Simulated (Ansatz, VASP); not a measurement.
# Cross-check of Cr (Cr(100)) between VASP and Ansatz

One calculation is typed for both programs; each brings its own data sets and cutoff. How far apart do they land? The structure shown is the end of the Ansatz relaxation below.

Main program and level: Ansatz 0.2.0; plane waves, with VASP 6.6.1 beside it; single point at PBE and single point at LDA.

### Step 1. The starting structure

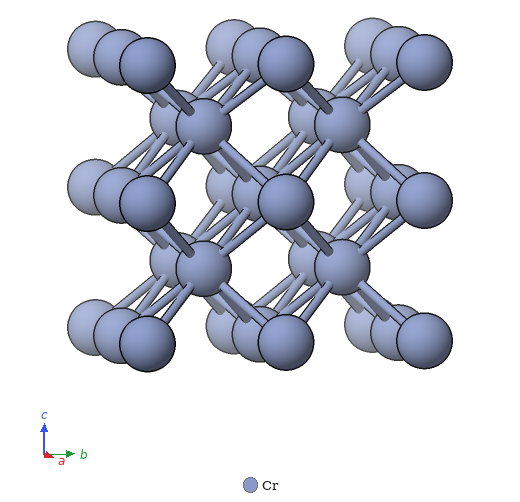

The starting structure, seen from the side, with the c axis up (chromium light blue). 2×2×1 cells are drawn. Some periodic images of atoms are drawn too.

The cell holds 5 atoms: 5 Cr. Its edges and angles: a = 2.880 Å, b = 2.880 Å, c = 23.760 Å, α = 90.0°, β = 90.0°, γ = 90.0°. Vacuum lies along c.

Coordinates:

```cif
data_structure
_symmetry_space_group_name_H-M 'P 1'
_symmetry_Int_Tables_number 1
_cell_length_a 2.8800
_cell_length_b 2.8800
_cell_length_c 23.7600
_cell_angle_alpha 90.000
_cell_angle_beta 90.000
_cell_angle_gamma 90.000
_cell_volume 197.07
loop_
_atom_site_label
_atom_site_type_symbol
_atom_site_fract_x
_atom_site_fract_y
_atom_site_fract_z
_atom_site_occupancy
Cr1 Cr 0.00000 0.00000 0.37879 1
Cr2 Cr 0.50000 0.50000 0.43939 1
Cr3 Cr 0.00000 0.00000 0.49973 1
Cr4 Cr 0.50000 0.50000 0.56205 1
Cr5 Cr 0.00000 0.00000 0.61864 1
```

### Step 2. Ansatz: relaxation, PBE

Ansatz runs on its default PAW (the set named soft_2) files.

This run makes the geometry at which the two programs are then compared.

Input file input.yaml:

```yaml
crystal:
  lattice:
    - [2.88, 0.0, 0.0]
    - [0.0, 2.88, 0.0]
    - [0.0, 0.0, 23.76]
  atoms:
    - { symbol: Cr, position: [0.0, 0.0, 0.3787878788], spin: 2.0 }
    - { symbol: Cr, position: [0.5, 0.5, 0.4393939394], spin: -2.0 }
    - { symbol: Cr, position: [0.0, 0.0, 0.5], spin: 2.0 }
    - { symbol: Cr, position: [0.5, 0.5, 0.5606060606], spin: -2.0 }
    - { symbol: Cr, position: [0.0, 0.0, 0.6212121212], spin: 2.0 }
magnetization:
  spin_polarized: true
kpoints:
  mp_grid: { grid: [10, 10, 1] }
hamiltonian:
  xc: pbe
scf:
  occupations: { method: fermi_dirac, width: 0.1 }
  convergence: { dr2_threshold: 1.0e-08 }
efield:
  axis: 3
  dipole_correction: true
  ramp_position: 0.97
  ramp_width: 0.06
relax:
  f_tol: 0.02
  max_steps: 60
  constraints: [{ sites: [0, 1] }]
output:
  write_potential: true
  write_density: true
  volumetric_format: npy
```

Started as:

```sh
> ansatz run input.yaml --threads 4 --pin off --max-ram 12288MiB --backend cpu --events-out ev --progress --plain --runs-dir out
```

Numbers of over 12 decimals in the logs are rounded to 6 here.

What it wrote:

```text
Engine: ansatz 0.2.0, aarch64-unknown-linux-gnu
Pseudopotentials: kind: paw
Pseudopotential: Cr, paw, valence charge 14, recommended cutoff 420 eV (normal), Cr.paw.azcp
Functional definition: PBE
  parameter kappa = 0.804
  parameter beta = 0.066725
  exchange = pbe_x(kappa = kappa, mu = beta*pi^2/3)
  correlation = pbe_c(beta = beta)
Crystal: 5 atoms, lattice volume = 197.075 Å³
Basis set: ecut = 420 eV, 3843 PW (Γ), exchange–correlation on 40×40×320 points (8 copies of the dense FFT grid, shifted against one another)
Bands: 48, of which v1, the nominal top of the filled ones, is band 35 counted from 1 (34 counted from 0)
Symmetry: 8 space group operations
k-points: 21 of 100
Non-local potential: Cr, projectors of the file, l = 0: 3, l = 1: 2, l = 2: 3, l = 3: 1
PAW form: soft (Blöchl's): semilocal exchange-correlation on the pseudo side does not see the compensation charge
PAW one-centre angular grid: Cr, 590 points (default); XC on 64 Gauss nodes
Initial density: superposition of atomic densities (neutral atoms: chi_scale 0, normalization atom)
Starting moments: Σ|m| = 10 μB on 5 of 5 sites
Initial wavefunctions: pseudopotential atomic-orbital guess
Functional: x = pbe(κ = 0.804, μ = 0.219515), c = pbe(β = 0.066725)
SCF iter   1: F=—  HF=-16894.794884 eV  |F-HF|=—  |Δ(HF+E_count)|=         —  Δρ=6.11e-2 (↑5.53e-2 ↓6.11e-2)  dr2=3.33e1  dr2_m=4.80e-1  M=2.518 μB ∫|m|=7.868 μB  β_m=1.00  ethr=3.10e-3  p=0.000 e·Å  D=1.06e-13 V/Å  ΔV_dip=-0.00 eV  dr2_dipole=1.98e-8  V_vac-E_F(+/−)=6.15/6.15 eV  ⟨swp⟩=10.0  Hψ=9649  notcnv=0
Mixer restart at iter 1: flushing history
efield: sawtooth ramp at fractional position 0.9700 (set: `efield.ramp_position`, or a place that a band, a saddle search or an elastic batch's reference lends), width 0.0600; the density the first Hamiltonian is built on has a dipole p = 0.000 e·Å; the dipole correction subtracts the counter field D = 1.06e-13 V/Å, which shifts the + side's vacuum level by -0.00 eV against the − side's; the planar-averaged density in the ramp window peaks in size at 2.0e-6 e/Å³
preconditioner: auto → LDOS  [metal: Δε(μ)=0.010 eV  Ē_g=4.706 eV  σ=0.100 eV  W_gap=0.02  n_scr=36 (ndim 8)  ℏωp=14.5 eV  f_vac=0.603  D(μ)=3.80/eV (n_scr^D=14)]
spin=Collinear: LDOS preconditioning applied to the charge; magnetization (m = ρ↑ − ρ↓) channel mixes plain (no charge-response kernel on spin).
SCF iter   2: F=—  HF=-16885.953145 eV  |F-HF|=—  |Δ(HF+E_count)|=    8.84e0  Δρ=2.42e-2 (↑1.67e-2 ↓2.42e-2)  dr2=5.19e0  dr2_m=1.71e-1  M=2.795 μB ∫|m|=8.579 μB  β_m=0.35  ethr=3.10e-3  p=0.000 e·Å  D=1.38e-5 V/Å  ΔV_dip=-0.00 eV  dr2_dipole=1.64e-7  V_vac-E_F(+/−)=5.15/5.15 eV  ⟨swp⟩=3.2  Hψ=5263  notcnv=0
density mixer auto → msr1: a metal under ldos (density of states about μ 2.49 of a free-electron gas's, 36 screened modes)
SCF iter   3: F=—  HF=-16885.136835 eV  |F-HF|=—  |Δ(HF+E_count)|=   8.16e-1  Δρ=1.57e-2 (↑1.24e-2 ↓1.57e-2)  dr2=4.85e-1  dr2_m=2.50e-1  M=3.002 μB ∫|m|=8.866 μB  β_m=0.60  ethr=3.10e-3  p=0.000 e·Å  D=1.30e-5 V/Å  ΔV_dip=-0.00 eV  dr2_dipole=9.56e-8  V_vac-E_F(+/−)=4.47/4.47 eV  ⟨swp⟩=2.3  Hψ=3448  notcnv=0
SCF iter   4: F=—  HF=-16885.306260 eV  |F-HF|=—  |Δ(HF+E_count)|=   1.69e-1  Δρ=6.58e-3 (↑6.58e-3 ↓6.58e-3)  dr2=1.60e-2  dr2_m=7.43e-2  M=3.350 μB ∫|m|=9.163 μB  β_m=0.80  ethr=6.93e-4  p=0.000 e·Å  D=6.87e-6 V/Å  ΔV_dip=-0.00 eV  dr2_dipole=1.26e-9  V_vac-E_F(+/−)=3.99/3.99 eV  ⟨swp⟩=3.2  Hψ=3500  notcnv=0
SCF iter   5: F=—  HF=-16885.615225 eV  |F-HF|=—  |Δ(HF+E_count)|=         —  Δρ=1.84e-2 (↑1.84e-2 ↓1.35e-2)  dr2=9.77e-2  dr2_m=4.46e-1  M=4.006 μB ∫|m|=10.555 μB  β_m=0.80  ethr=2.28e-5  p=-0.000 e·Å  D=-1.24e-6 V/Å  ΔV_dip=0.00 eV  dr2_dipole=5.55e-9  V_vac-E_F(+/−)=3.84/3.84 eV  ⟨swp⟩=3.0  Hψ=4743  notcnv=0
SCF iter   6: F=—  HF=-16885.536674 eV  |F-HF|=—  |Δ(HF+E_count)|=   7.86e-2  Δρ=5.91e-3 (↑4.39e-3 ↓5.91e-3)  dr2=7.20e-2  dr2_m=3.26e-2  M=4.129 μB ∫|m|=11.015 μB  β_m=0.79  ethr=2.28e-5  p=-0.000 e·Å  D=-9.67e-6 V/Å  ΔV_dip=0.00 eV  dr2_dipole=2.79e-9  V_vac-E_F(+/−)=3.61/3.61 eV  ⟨swp⟩=2.9  Hψ=4537  notcnv=0
SCF iter   7: F=—  HF=-16885.522843 eV  |F-HF|=—  |Δ(HF+E_count)|=   1.38e-2  Δρ=1.44e-3 (↑1.44e-3 ↓8.53e-4)  dr2=4.39e-3  dr2_m=1.66e-3  M=4.055 μB ∫|m|=10.786 μB  β_m=0.79  ethr=2.28e-5  p=-0.000 e·Å  D=-2.96e-6 V/Å  ΔV_dip=0.00 eV  dr2_dipole=9.19e-10  V_vac-E_F(+/−)=3.72/3.72 eV  ⟨swp⟩=2.2  Hψ=4160  notcnv=0  defer=1
SCF iter   8: F=—  HF=-16885.523239 eV  |F-HF|=—  |Δ(HF+E_count)|=   3.96e-4  Δρ=6.69e-4 (↑4.89e-4 ↓6.69e-4)  dr2=7.21e-4  dr2_m=4.47e-4  M=4.055 μB ∫|m|=10.760 μB  β_m=0.81  ethr=6.27e-6  p=-0.000 e·Å  D=-2.35e-6 V/Å  ΔV_dip=0.00 eV  dr2_dipole=1.60e-10  V_vac-E_F(+/−)=3.72/3.72 eV  ⟨swp⟩=2.6  Hψ=3635  notcnv=0  defer=1
[...]
SCF iter   5: F=—  HF=-16885.545960 eV  |F-HF|=—  |Δ(HF+E_count)|=   5.23e-6  Δρ=5.20e-5 (↑4.68e-5 ↓5.20e-5)  dr2=5.97e-6  dr2_m=3.02e-6  M=3.988 μB ∫|m|=10.463 μB  β_m=0.62  ethr=1.66e-8  p=-0.000 e·Å  D=-2.81e-4 V/Å  ΔV_dip=0.01 eV  dr2_dipole=5.50e-8  V_vac-E_F(+/−)=3.70/3.69 eV  ⟨swp⟩=3.2  Hψ=4058  notcnv=0  defer=1
SCF iter   6: F=—  HF=-16885.545962 eV  |F-HF|=—  |Δ(HF+E_count)|=   1.30e-6  Δρ=7.02e-6 (↑7.02e-6 ↓5.11e-6)  dr2=2.69e-7  dr2_m=4.10e-8  M=3.988 μB ∫|m|=10.463 μB  β_m=0.67  ethr=8.53e-9  p=-0.000 e·Å  D=-2.56e-4 V/Å  ΔV_dip=0.01 eV  dr2_dipole=2.57e-8  V_vac-E_F(+/−)=3.70/3.69 eV  ⟨swp⟩=2.5  Hψ=3424  notcnv=0  defer=1
SCF iter   7: F=—  HF=-16885.545962 eV  |F-HF|=—  |Δ(HF+E_count)|=   2.87e-7  Δρ=5.44e-6 (↑5.44e-6 ↓4.27e-6)  dr2=1.18e-7  dr2_m=2.65e-8  M=3.987 μB ∫|m|=10.463 μB  β_m=0.58  ethr=3.85e-10  p=-0.000 e·Å  D=-2.42e-4 V/Å  ΔV_dip=0.01 eV  dr2_dipole=1.69e-8  V_vac-E_F(+/−)=3.70/3.69 eV  ⟨swp⟩=3.2  Hψ=4164  notcnv=0  defer=1
SCF iter   8: F=—  HF=-16885.545962 eV  |F-HF|=—  |Δ(HF+E_count)|=  6.55e-10  Δρ=1.84e-6 (↑1.78e-6 ↓1.84e-6)  dr2=1.86e-8  dr2_m=4.66e-9  M=3.987 μB ∫|m|=10.463 μB  β_m=0.75  ethr=1.68e-10  p=-0.000 e·Å  D=-2.39e-4 V/Å  ΔV_dip=0.01 eV  dr2_dipole=5.27e-9  V_vac-E_F(+/−)=3.70/3.69 eV  ⟨swp⟩=2.7  Hψ=3126  notcnv=0  defer=1
SCF iter   9: F=—  HF=-16885.545962 eV  |F-HF|=—  |Δ(HF+E_count)|=   2.01e-8  Δρ=7.31e-7 (↑7.31e-7 ↓6.10e-7)  dr2=2.84e-9  dr2_m=6.04e-10  M=3.987 μB ∫|m|=10.462 μB  β_m=0.76  ethr=2.65e-11  p=-0.000 e·Å  D=-2.33e-4 V/Å  ΔV_dip=0.01 eV  dr2_dipole=1.43e-11  V_vac-E_F(+/−)=3.70/3.69 eV  ⟨swp⟩=2.7  Hψ=3533  notcnv=0  defer=1
SCF iter  10: F=-16885.545962 eV  HF=-16885.545962 eV  |F-HF|=2.32e-9  |Δ(HF+E_count)|=   3.65e-9  Δρ=5.61e-7 (↑5.61e-7 ↓3.99e-7)  dr2=2.35e-9  dr2_m=8.85e-11  M=3.987 μB ∫|m|=10.462 μB  ethr=4.06e-12  p=-0.000 e·Å  D=-2.31e-4 V/Å  ΔV_dip=0.01 eV  dr2_dipole=2.49e-10  V_vac-E_F(+/−)=3.70/3.69 eV  ⟨swp⟩=5.2  Hψ=10973  notcnv=0
SCF 4 converged in 10 iterations: F = -16885.545962 eV  dr2 = 2.35e-9
relax step   4: F+E_penalty+E_count = -16885.54596194 eV  Δ(F+E_penalty+E_count) = -2.388e-5 eV  max|allowed force component| = 1.565e-2 eV/Å  Δτ_max = 0.0098 Å  (10 SCF iters, accepted)
NSCF: frozen V_eff on 21 k-points
the band table was solved once a step of the walk had ended and its energy, with any forces and stress, was formed, with the checks that follow a solve (8672 applications of the Hamiltonian). They found nothing against the state; the energy, forces and stress were not computed again (output.eigenvalues in the input reference)
WARN: The output density's exchange-correlation potential varies sharply where the density is thin. Do not read a vacuum level from v_tot or v_xc, or from such a field of the output density. On a cell that repeats whose density bears no net charge and no dipole along the vacuum's axis use v_es (v_loc + v_h of the components); under efield.dipole_correction with no amplitude use v_es + v_field, which holds any externa [...]
SCF converged after 10 iterations
Magnetization: 3.9875 μB (36.9937 up, 33.0063 down)
Absolute magnetization: 10.4625 μB (∫|ρ↑−ρ↓|, with the PAW one-centre terms)
Spin contamination: 1.7665 ħ² per cell (⟨S²⟩ above its minimum at these occupations)
Per-site moments (μB) at R_I (Å): [(2.595090, 1.028838), (-1.525911, 1.027311), (1.284384, 1.027311), (-1.434136, 1.006619), (2.380921, 1.006619)]
Free energy (F): -16885.545962 eV
Harris-Foulkes:  -16885.545962 eV  (|F-HF|=2.32e-9)
Internal energy: -16885.426695 eV  (E = F + TS)
E sigma→0 (E₀):  -16885.486329 eV
Entropy (-TS):   -0.119266 eV (-23.853 meV/atom)
Fermi energy:    3.234642 eV
Dipole field:    D = -0.000252 V/Å  (p = -0.000274 e·Å, saw-weighted, corrected)
Work function:   Φ+ = 3.6970 eV   Φ− = 3.6910 eV
Levels:          The Fermi level and band energies are counted from a zero that moves with the ramp; work functions are not
--- Per-component energies (eV) ---
  E_band       = -1833.795801
  E_kinetic    = 1711.583399
  E_local      = -110299.446612  (includes V_loc(G=0)·N_el)
  E_nonlocal   = 404.573000
  E_hartree    = 54222.511869
  E_xc         = -694.875455
  E_vxc        = -885.953768  (∫ρ·V_xc dr)
  E_paw        = -5983.212679  (= ΣΔE_a)
  E_vpaw       = -1209.577771  (= ΣTr[D̂ρ^β])
  E_aug_tail   = 0.001857  (compensation charges beyond the density's cutoff)
  E_efield     = 0.000000  (sawtooth field / dipole correction)
  E_vefield    = -0.000117  (∫n·V_field dr)
  E_ewald      = 43753.437925
  E_smearing   = -0.119266  (= −TS)
  E_closure    = -0.000000  (closes the sum)
  Σ components = -16885.545962   (vs F -16885.545962, Δ=0.00e0)
--- Forces (eV/Å), atoms counted from 1 ---
  atom   1  Cr     0.00000000    -0.00000000     0.42388960
  atom   2  Cr    -0.00000000     0.00000000    -0.40845602
  atom   3  Cr     0.00000000     0.00000000     0.00799903
  atom   4  Cr    -0.00000000    -0.00000000    -0.01565247
  atom   5  Cr    -0.00000000     0.00000000    -0.00774776
  max |Σ_I F_I| component: 3.24e-5 eV/Å
--- Band table (eV; the first three rows and the last of 42) ---
  k-point 0 ↑: bands = [... 31 lower, 2.3117, 2.3389, 2.3389, 2.3622, 2.3622, 2.5299, 2.8701, 3.2062, ... 9 higher]
  k-point 1 ↑: bands = [... 31 lower, 2.1608, 2.3056, 2.3634, 2.5921, 2.6020, 2.7398, 2.9444, 3.0241, ... 9 higher]
  k-point 2 ↑: bands = [... 31 lower, 1.8912, 2.2487, 2.3215, 2.3983, 2.7837, 2.9648, 2.9778, 3.2320, ... 9 higher]
  k-point 20 ↓: bands = [... 31 lower, 3.1139, 3.1139, 4.2078, 4.2353, 4.4458, 4.4934, 4.7824, 5.3131, ... 9 higher]
--- Relaxed structure (4 steps of the walk, 4 accepted, 0 SCFs on fresh bases) ---
  F+E_penalty+E_count = -16885.54596194 eV   max|allowed force component| = 1.565e-2 eV/Å
  atoms:
    - { symbol: Cr, position: [0.0, 0.0, 0.378788] }
    - { symbol: Cr, position: [0.500000, 0.500000, 0.439394] }
    - { symbol: Cr, position: [-4.331452438571812e-19, 0, 0.499730] }
    - { symbol: Cr, position: [0.500000, 0.500000, 0.562053] }
    - { symbol: Cr, position: [-4.12029080613508e-18, 0, 0.618642] }
```

(Part 1 of 3 ends here.)

[Lines on the potential files, build, host, timing and source positions are cut from VASP's logs without a mark.]

[Logs are printed without paths, hosts, clocks, repeated set-up lines and the standing remarks that a program may print on its own settings, such as how far it seeks lower states.]

[Hosts, paths, dates, database ids (printed as entryN), source tags and the programs' standing remarks are cut or masked in the printed files.]
